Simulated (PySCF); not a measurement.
BSi₂PNH₉: geometry relaxation (part 2 of 2)

Continued. System: BSi₂PNH₉, SMILES BN([SiH3])[SiH2]P. Method: PBE0-D3(BJ)/def2-SVP geometry optimisation, gas phase (PySCF 2.14.0). 

Geometry of the input (Å):
```
B  -1.7100  -1.3131  0.0920
N  -0.7366  -0.3200  0.2711
Si -1.1321  1.3673  0.6252
Si 0.9751  -0.8356  0.1711
P  2.2637  0.8569  0.7612
H  -2.8622  -0.9787  0.1465
H  -1.4042  -2.3963  -0.1288
H  -0.3049  2.2019  -0.2890
H  -2.5391  1.5615  0.4088
H  -0.7630  1.6193  2.0428
H  1.1615  -1.9263  1.1454
H  1.2012  -1.3109  -1.1873
H  2.4395  1.3508  -0.5207
H  3.4040  0.1081  0.7338
```

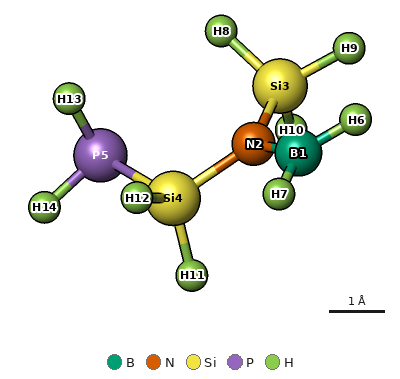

**Figure 1.** The geometry at step 13 of the log (ball-and-stick view, seen at a tilt; atoms are numbered from 1 in the order of the input).

Trajectory as extended XYZ, continued:
```
14
Properties=species:S:1:pos:R:3:forces:R:3 step=8 energy=-27336.22826
B    -1.8408   -1.1012   -0.0694    0.0045  -0.0203  -0.0126
N    -0.8459   -0.1507    0.2532   -0.0086  -0.0253  -0.0269
Si   -1.2762    1.4957    0.7439   -0.0041   0.0263   0.0081
Si    0.8263   -0.7470    0.1887    0.0162   0.0228   0.0229
P     2.2266    0.9997    0.5550    0.0127  -0.0218  -0.0087
H    -3.0151   -0.8074   -0.0399    0.0012   0.0053   0.0054
H    -1.5026   -2.2266   -0.3810   -0.0042   0.0161   0.0066
H    -0.4389    2.4738   -0.0139   -0.0047  -0.0032  -0.0065
H    -2.7155    1.7123    0.4323    0.0014  -0.0073   0.0054
H    -1.0308    1.6975    2.2022    0.0077  -0.0040  -0.0012
H     1.0708   -1.7219    1.2928   -0.0027  -0.0016   0.0003
H     1.0596   -1.4191   -1.1213   -0.0025  -0.0021   0.0003
H     2.2814    1.3921   -0.8174   -0.0025   0.0000   0.0067
H     3.3731    0.1488    0.4638   -0.0146   0.0150   0.0004
14
Properties=species:S:1:pos:R:3:forces:R:3 step=9 energy=-27336.22907
B    -1.8404   -1.0919   -0.0944   -0.0007  -0.0162  -0.0022
N    -0.8432   -0.1510    0.2484   -0.0033  -0.0120  -0.0168
Si   -1.2722    1.4909    0.7570   -0.0025   0.0149   0.0080
Si    0.8290   -0.7503    0.2078   -0.0037   0.0057   0.0221
P     2.2272    1.0053    0.5314   -0.0017  -0.0032   0.0032
H    -3.0131   -0.7907   -0.0731    0.0051   0.0078   0.0026
H    -1.5079   -2.2165   -0.4118    0.0034   0.0037  -0.0019
H    -0.4421    2.4783    0.0038   -0.0044  -0.0017  -0.0071
H    -2.7140    1.7066    0.4583   -0.0032  -0.0033   0.0041
H    -1.0159    1.6767    2.2157    0.0079  -0.0010  -0.0025
H     1.0689   -1.6937    1.3403    0.0000   0.0018   0.0016
H     1.0622   -1.4635   -1.0800    0.0040   0.0042  -0.0055
H     2.2564    1.3835   -0.8452   -0.0012   0.0012  -0.0059
H     3.3772    0.1622    0.4307    0.0002  -0.0020   0.0003
14
Properties=species:S:1:pos:R:3:forces:R:3 step=10 energy=-27336.22979
B    -1.8388   -1.0868   -0.1167   -0.0042  -0.0023  -0.0075
N    -0.8410   -0.1522    0.2415    0.0035   0.0043   0.0071
Si   -1.2709    1.4854    0.7658    0.0013  -0.0018   0.0032
Si    0.8321   -0.7508    0.2254   -0.0221  -0.0159   0.0131
P     2.2265    1.0124    0.5143   -0.0123   0.0186   0.0103
H    -3.0100   -0.7790   -0.1022    0.0058   0.0035   0.0024
H    -1.5097   -2.2095   -0.4405    0.0085  -0.0099  -0.0047
H    -0.4602    2.4820    0.0037   -0.0033   0.0010  -0.0056
H    -2.7191    1.6925    0.4944   -0.0054   0.0008   0.0033
H    -0.9881    1.6620    2.2208    0.0060   0.0030  -0.0026
H     1.0665   -1.6658    1.3826    0.0023   0.0044   0.0020
H     1.0696   -1.4981   -1.0420    0.0075   0.0086  -0.0076
H     2.2355    1.3778   -0.8657    0.0008   0.0002  -0.0135
H     3.3797    0.1759    0.4074    0.0115  -0.0147   0.0001
14
Properties=species:S:1:pos:R:3:forces:R:3 step=11 energy=-27336.23041
B    -1.8350   -1.0860   -0.1370   -0.0056   0.0108  -0.0050
N    -0.8403   -0.1536    0.2350    0.0062   0.0140   0.0279
Si   -1.2718    1.4804    0.7717    0.0022  -0.0155  -0.0054
Si    0.8339   -0.7488    0.2413   -0.0243  -0.0289   0.0008
P     2.2234    1.0219    0.5017   -0.0127   0.0301   0.0092
H    -3.0059   -0.7769   -0.1277    0.0035  -0.0002  -0.0014
H    -1.5038   -2.2063   -0.4660    0.0084  -0.0146  -0.0069
H    -0.4879    2.4850   -0.0076   -0.0028   0.0024  -0.0027
H    -2.7279    1.6748    0.5360   -0.0057   0.0023   0.0025
H    -0.9538    1.6546    2.2197    0.0028   0.0045  -0.0023
H     1.0636   -1.6389    1.4188    0.0038   0.0045   0.0012
H     1.0795   -1.5217   -1.0091    0.0069   0.0092  -0.0057
H     2.2194    1.3727   -0.8823    0.0027  -0.0021  -0.0131
H     3.3787    0.1887    0.3942    0.0146  -0.0166   0.0011
14
Properties=species:S:1:pos:R:3:forces:R:3 step=12 energy=-27336.23097
B    -1.8293   -1.0877   -0.1541   -0.0014   0.0163  -0.0154
N    -0.8399   -0.1553    0.2318    0.0050   0.0102   0.0411
Si   -1.2765    1.4750    0.7765    0.0020  -0.0158  -0.0116
Si    0.8358   -0.7450    0.2560   -0.0136  -0.0240  -0.0091
P     2.2200    1.0337    0.4906   -0.0068   0.0256   0.0005
H    -3.0004   -0.7799   -0.1517   -0.0003  -0.0050  -0.0010
H    -1.4924   -2.2045   -0.4898    0.0029  -0.0103  -0.0016
H    -0.5242    2.4873   -0.0240   -0.0017   0.0024   0.0000
H    -2.7404    1.6525    0.5787   -0.0025   0.0016   0.0018
H    -0.9215    1.6537    2.2153   -0.0003   0.0038  -0.0007
H     1.0634   -1.6135    1.4501    0.0036   0.0021  -0.0002
H     1.0914   -1.5362   -0.9809    0.0013   0.0056  -0.0014
H     2.2096    1.3650   -0.8986    0.0040  -0.0043  -0.0056
H     3.3767    0.2008    0.3892    0.0078  -0.0080   0.0031
14
Properties=species:S:1:pos:R:3:forces:R:3 step=13 energy=-27336.23146
B    -1.8229   -1.0908   -0.1669    0.0025   0.0126  -0.0128
N    -0.8399   -0.1573    0.2330    0.0000  -0.0017   0.0347
Si   -1.2828    1.4702    0.7804    0.0002  -0.0072  -0.0116
Si    0.8374   -0.7407    0.2670    0.0044  -0.0066  -0.0122
P     2.2160    1.0460    0.4808   -0.0001   0.0092  -0.0084
H    -2.9949   -0.7871   -0.1711   -0.0028  -0.0049  -0.0022
H    -1.4788   -2.2043   -0.5073   -0.0028  -0.0008   0.0012
H    -0.5562    2.4881   -0.0371   -0.0012   0.0008   0.0012
H    -2.7521    1.6331    0.6108    0.0003  -0.0007   0.0005
H    -0.9010    1.6568    2.2113   -0.0020   0.0011   0.0004
H     1.0664   -1.5939    1.4717    0.0029  -0.0008  -0.0011
H     1.1007   -1.5422   -0.9616   -0.0043  -0.0001   0.0024
H     2.2061    1.3558   -0.9138    0.0040  -0.0040   0.0029
H     3.3741    0.2124    0.3917   -0.0012   0.0031   0.0051
14
Properties=species:S:1:pos:R:3:forces:R:3 step=14 energy=-27336.23190
B    -1.8168   -1.0935   -0.1764    0.0064   0.0051  -0.0131
N    -0.8393   -0.1602    0.2374   -0.0048  -0.0144   0.0180
Si   -1.2901    1.4651    0.7841   -0.0002   0.0050  -0.0055
Si    0.8401   -0.7368    0.2756    0.0154   0.0129  -0.0091
P     2.2120    1.0587    0.4707    0.0026  -0.0088  -0.0126
H    -2.9896   -0.7931   -0.1883   -0.0031  -0.0036  -0.0003
H    -1.4669   -2.2041   -0.5219   -0.0058   0.0063   0.0044
H    -0.5834    2.4874   -0.0452   -0.0005  -0.0008   0.0010
H    -2.7630    1.6145    0.6331    0.0025  -0.0022  -0.0007
H    -0.8919    1.6601    2.2094   -0.0021  -0.0013   0.0010
H     1.0735   -1.5782    1.4877    0.0022  -0.0023  -0.0011
H     1.1078   -1.5455   -0.9471   -0.0079  -0.0048   0.0042
H     2.2071    1.3456   -0.9291    0.0032  -0.0016   0.0080
H     3.3726    0.2259    0.3988   -0.0078   0.0106   0.0058
14
Properties=species:S:1:pos:R:3:forces:R:3 step=15 energy=-27336.23232
B    -1.8111   -1.0950   -0.1877    0.0035  -0.0026  -0.0043
N    -0.8385   -0.1635    0.2419   -0.0046  -0.0178  -0.0010
Si   -1.2964    1.4595    0.7891   -0.0011   0.0112   0.0015
Si    0.8432   -0.7333    0.2844    0.0168   0.0210  -0.0035
P     2.2073    1.0710    0.4581    0.0014  -0.0166  -0.0100
H    -2.9844   -0.7966   -0.2068   -0.0016   0.0001  -0.0001
H    -1.4575   -2.2027   -0.5378   -0.0044   0.0078   0.0024
H    -0.6043    2.4862   -0.0471   -0.0001  -0.0018   0.0001
H    -2.7715    1.5978    0.6503    0.0019  -0.0020  -0.0014
H    -0.8880    1.6595    2.2108   -0.0012  -0.0028   0.0006
H     1.0815   -1.5608    1.5051    0.0019  -0.0016   0.0001
H     1.1124   -1.5535   -0.9301   -0.0070  -0.0061   0.0032
H     2.2075    1.3351   -0.9461    0.0022   0.0011   0.0073
H     3.3718    0.2424    0.4048   -0.0076   0.0100   0.0051
14
Properties=species:S:1:pos:R:3:forces:R:3 step=16 energy=-27336.23273
B    -1.8058   -1.0942   -0.2025    0.0002  -0.0040  -0.0004
N    -0.8370   -0.1669    0.2444   -0.0006  -0.0146  -0.0120
Si   -1.3020    1.4529    0.7957   -0.0007   0.0093   0.0057
Si    0.8468   -0.7301    0.2953    0.0076   0.0170   0.0018
P     2.2030    1.0823    0.4422   -0.0011  -0.0129  -0.0041
H    -2.9788   -0.7952   -0.2292   -0.0001   0.0017   0.0009
H    -1.4505   -2.1989   -0.5596   -0.0013   0.0045   0.0007
H    -0.6230    2.4855   -0.0438    0.0001  -0.0015  -0.0004
H    -2.7789    1.5810    0.6677    0.0007  -0.0003  -0.0012
H    -0.8848    1.6533    2.2149   -0.0003  -0.0025   0.0002
H     1.0886   -1.5376    1.5289    0.0015   0.0006   0.0009
H     1.1166   -1.5694   -0.9057   -0.0040  -0.0039   0.0012
H     2.2060    1.3235   -0.9659    0.0015   0.0023   0.0033
H     3.3721    0.2599    0.4065   -0.0036   0.0045   0.0036
14
Properties=species:S:1:pos:R:3:forces:R:3 step=17 energy=-27336.23334
B    -1.7966   -1.0898   -0.2328   -0.0058  -0.0028   0.0048
N    -0.8346   -0.1705    0.2444    0.0073  -0.0078  -0.0160
Si   -1.3102    1.4423    0.8091   -0.0007   0.0021   0.0060
Si    0.8515   -0.7248    0.3173   -0.0040   0.0060   0.0065
P     2.1983    1.0972    0.4120   -0.0023  -0.0010   0.0010
H    -2.9688   -0.7886   -0.2713    0.0008   0.0029   0.0000
H    -1.4382   -2.1887   -0.6025    0.0017  -0.0002  -0.0024
H    -0.6538    2.4871   -0.0330    0.0000  -0.0008  -0.0005
H    -2.7899    1.5543    0.7014   -0.0012   0.0021   0.0000
H    -0.8757    1.6375    2.2238    0.0004  -0.0018   0.0001
H     1.0946   -1.4903    1.5776    0.0002   0.0029   0.0016
H     1.1239   -1.6038   -0.8540    0.0001  -0.0004  -0.0016
H     2.1987    1.3010   -1.0018    0.0011   0.0015  -0.0014
H     3.3730    0.2831    0.3988    0.0022  -0.0027   0.0021
14
Properties=species:S:1:pos:R:3:forces:R:3 step=18 energy=-27336.23339
B    -1.7970   -1.0899   -0.2340   -0.0045   0.0029   0.0010
N    -0.8347   -0.1706    0.2427    0.0043  -0.0063  -0.0122
Si   -1.3105    1.4418    0.8088    0.0001   0.0005   0.0049
Si    0.8513   -0.7243    0.3175   -0.0012   0.0034   0.0039
P     2.1985    1.0974    0.4121    0.0004  -0.0011  -0.0006
H    -2.9688   -0.7872   -0.2716   -0.0009  -0.0017  -0.0008
H    -1.4392   -2.1887   -0.6048    0.0009   0.0014   0.0000
H    -0.6539    2.4871   -0.0326    0.0000  -0.0002  -0.0002
H    -2.7903    1.5546    0.7015    0.0004   0.0007  -0.0002
H    -0.8756    1.6353    2.2236    0.0001  -0.0007   0.0003
H     1.0933   -1.4881    1.5790    0.0008   0.0017   0.0013
H     1.1249   -1.6044   -0.8529   -0.0007  -0.0002   0.0001
H     2.2012    1.3003   -1.0019    0.0010   0.0003   0.0010
H     3.3729    0.2827    0.4016   -0.0007  -0.0006   0.0015
```

Key numbers:

```json
{"quantity": "outcome", "value": "converged"}
{"quantity": "total energy", "value": "−1004.588056 hartree"}
{"quantity": "dipole moment", "value": "0.95 D"}
{"quantity": "point group", "value": "C1"}
{"quantity": "hardware", "value": "1 CPU thread, shared host"}
{"quantity": "wall time", "value": "2.2 min"}
{"quantity": "peak memory", "value": "0.5 GiB"}
```
